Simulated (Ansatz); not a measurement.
Phonon calculation of C$_{2}$H$_{6}$OSSi

The run: phonon calculation of C$_{2}$H$_{6}$OSSi. Method and program: RKS PBE-D4/def2-SVP (Ansatz 0.2.0).

It belongs to a series of runs on one base structure; here: vibrations at the highest image of the band. Figures and captions count atoms from 1; the log counts them from 0 in places.

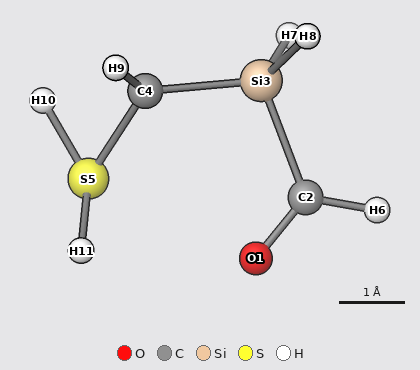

Figure 1. The input geometry (ball-and-stick view, seen on its broad side; atoms are numbered from 1 in the order of the input). Bond lengths as drawn: C–H 1.10 to 1.14 Å, C–O 1.22 Å, C–S 1.79 Å, C–Si 1.84 to 1.95 Å, H–S 1.43 Å and H–Si 1.51 Å.

## Results in brief

| quantity | value |
| --- | --- |
| outcome | converged |
| total energy | −22904.9619 eV |
| mean-field energy | −22904.6810 eV |
| largest force (length of the vector) | 0.034 eV/Å |
| hardware | 2 threads of Arm Neoverse V1, 24 GiB of memory available, shared host |
| wall time | 80 s (CPU time 2.6 min) |
| peak memory | 0.14 GiB |

## Input
```yaml
crystal:
  periodic: [false, false, false]
  atoms:
    - { symbol: O, position_ang: [-1.462199, -0.717053, 1.237223] }
    - { symbol: C, position_ang: [-0.637576, 0.059181, 1.703158] }
    - { symbol: Si, position_ang: [0.769388, 0.774524, 0.558931] }
    - { symbol: C, position_ang: [0.449456, 0.110618, -1.123107] }
    - { symbol: S, position_ang: [-0.265918, -1.52457, -1.286282] }
    - { symbol: H, position_ang: [-0.703087, 0.342756, 2.806076] }
    - { symbol: H, position_ang: [2.066728, 0.372389, 1.229398] }
    - { symbol: H, position_ang: [0.712469, 2.282898, 0.605245] }
    - { symbol: H, position_ang: [0.221967, 0.777708, -1.969028] }
    - { symbol: H, position_ang: [0.600103, -1.058751, -2.319852] }
    - { symbol: H, position_ang: [-1.68593, -1.4767, -1.421061] }
basis:
  gaussian: { orbitals: def2-SVP }
hamiltonian:
  xc: pbe
  dispersion: d4
phonons: {}
```

Command:
```bash
ansatz run input.yaml --threads 2 --pin off --max-ram 3072MiB --backend cpu --events-out ev --progress --plain --runs-dir out
```

## Log
```
Engine: ansatz 0.2.0, aarch64-unknown-linux-gnu
Functional definition: PBE
  parameter kappa = 0.804
  parameter beta = 0.06672455060314922
  exchange = pbe_x(kappa = kappa, mu = beta*pi^2/3)
  correlation = pbe_c(beta = beta)
1208 factors; their error is unknown
mean field evaluation 1: about -22893.3356 eV, gradient 6.8e1 eV
mean field evaluation 2: about -22834.8041 eV, gradient 1.4e2 eV
mean field evaluation 4: about -22903.6676 eV, gradient 2.3e1 eV
mean field evaluation 8: about -22904.7567 eV, gradient 1.6e-1 eV
mean field evaluation 16: about -22904.6810 eV, gradient 1.1e-3 eV
mean field -22904.68095368 eV, -841.7314996975 hartree, gradient 3.3e-5 eV, S^2 0.000000; 0 other end points of the search recorded, 0 dependent functions left out
the calculation of the forces begins
reference -22904.68098840 eV, -841.7315009734 hartree; 28, 28 occupied and 80, 80 virtual orbitals, 1208 factors
these checks for a lower state are left out or cut short: stability, starts, cluster_reference, orbital_swaps, neighbouring_geometries, increment
1208 factors; their error is unknown
mean field -22904.68075094 eV, -841.7314922469 hartree, gradient 2.9e-6 eV, S^2 0.000000; 0 other end points of the search recorded, 0 dependent functions left out
[... from here on the field's lines of each further geometry are left out, up to the last ...]
the calculation of the forces begins
reference -22904.68098434 eV, -841.7315008242 hartree; 28, 28 occupied and 80, 80 virtual orbitals, 1208 factors
these checks for a lower state are left out or cut short: stability, starts, cluster_reference, orbital_swaps, neighbouring_geometries, increment
1208 factors; their error is unknown
mean field evaluation 416: about -22904.6810 eV, gradient 2.8e-6 eV
mean field -22904.68095042 eV, -841.7314995774 hartree, gradient 2.8e-6 eV, S^2 0.000000; 0 other end points of the search recorded, 0 dependent functions left out
the calculation of the forces begins
reference -22904.68098514 eV, -841.7315008535 hartree; 28, 28 occupied and 80, 80 virtual orbitals, 1208 factors
WARN: phonons: modes at or below zero, which the zero-point energy, F, S and C_V leave out: 1, the lowest at -1304.83 cm⁻¹. A minimum has none, and a first-order saddle one
Total energy: -22904.96185138 eV, -841.7418224975 hartree
Atom 0 at    -1.462199    -0.717053     1.237223 Å, force    -0.021648    -0.014571    -0.010977 eV/Å
Atom 1 at    -0.637576     0.059181     1.703158 Å, force     0.004484     0.006319     0.013466 eV/Å
Atom 2 at     0.769388     0.774524     0.558931 Å, force     0.014144     0.006364    -0.014084 eV/Å
Atom 3 at     0.449456     0.110618    -1.123107 Å, force    -0.007741     0.028907     0.017073 eV/Å
Atom 4 at    -0.265918    -1.524570    -1.286282 Å, force    -0.010915    -0.016597     0.005206 eV/Å
Atom 5 at    -0.703087     0.342756     2.806076 Å, force     0.008907    -0.003280    -0.001560 eV/Å
Atom 6 at     2.066728     0.372389     1.229398 Å, force    -0.001661     0.003749     0.001753 eV/Å
Atom 7 at     0.712469     2.282898     0.605245 Å, force    -0.001351    -0.004589    -0.000807 eV/Å
Atom 8 at     0.221967     0.777708    -1.969028 Å, force     0.007803    -0.007110    -0.004316 eV/Å
Atom 9 at     0.600103    -1.058751    -2.319852 Å, force     0.012134    -0.000956    -0.008656 eV/Å
Atom 10 at    -1.685930    -1.476700    -1.421061 Å, force    -0.004157     0.001763     0.002900 eV/Å
Dipole moment:    -0.069347    -0.062936    -0.286283 e Å
Vibrations: -1304.83 67.17 101.28 144.10 227.99 297.55 401.24 444.12 518.15 576.36 600.11 701.82 783.80 817.64 854.50 871.67 909.14 977.58 1166.09 1335.25 1703.88 2069.10 2101.84 2132.93 2229.55 2694.54 3118.92 cm⁻¹, zero-point energy 1.726253 eV
```

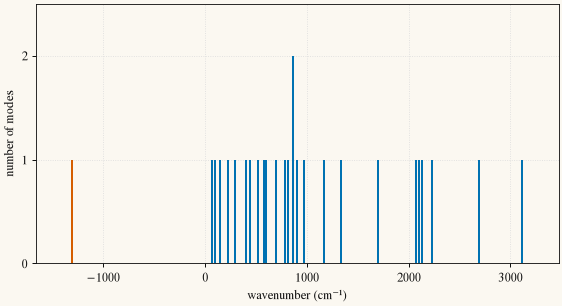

Figure 2. Harmonic vibrational wavenumbers from the force constants; neighbouring modes closer than 20 cm⁻¹ are counted in one stick, and imaginary ones are drawn at negative wavenumbers. 27 modes from 1305i to 3119 cm⁻¹, 1 imaginary beyond 8i (1305i cm⁻¹): a first-order saddle point, if the geometry is stationary.
